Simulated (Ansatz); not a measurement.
CdTe (zinc blende)

```yaml
crystal:
  lattice:
    - [0.00000, 3.27881, 3.27881]
    - [3.27881, 0.00000, 3.27881]
    - [3.27881, 3.27881, 0.00000]
  atoms:
    - { symbol: Te, position: [0.75000, 0.75000, 0.75000] }
    - { symbol: Cd, position: [0.00000, 0.00000, 0.00000] }
```

In each cell atom 1 (Te, nearest neighbour Cd at 2.840 Å; its periodic images, 4.6 Å or more away, move with it) moves by s·(0.577, 0.577, 0.577) (towards the nearest neighbour), the rest being held.

These are r2SCAN (plane waves to 500 eV, PAW, scalar-relativistic; Ansatz, a first-principles code) values and carry that method's errors. k mesh 7×7×7 (Γ-centred), Fermi-Dirac smearing 0.05 eV. The energy includes the smearing's −TS. Compression counts positive. CdTe was relaxed with its symmetry unable to fall. Spin-orbit coupling is left out, though Te is heavy. ΔE is measured from the undisplaced structure.

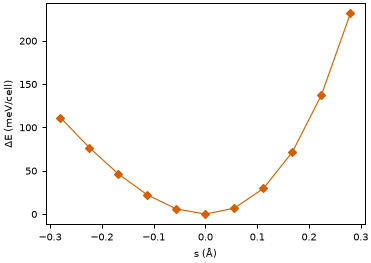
Fig. 1. ΔE (meV/cell) against s (Å); one marker a computed point.

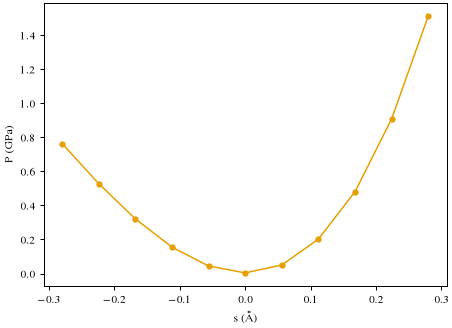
Figure: P (GPa) against s (Å); markers are the computed points, lines only join them.

The energy at s = 0.280 Å comes out as 231.6 meV/cell and the zone-centre optical wavenumber from k (transverse: no LO-TO term) is 136 cm⁻¹. The force along the line at s = -0.280 Å is 0.653 eV/Å and the force constant k = d²E/ds² at s = 0 (finite differences) is 4.07 eV/Å². Shape of the curve: a single well with its minimum at or next to zero displacement.

Reduced mass μ = 59.76 u; ν̃ = 521.5·√(k/μ) with k = 4.07 eV/Å².

(For displaced atoms, the force is minus the slope of the energy, and its curvature is a force constant, which sets phonon frequencies.)
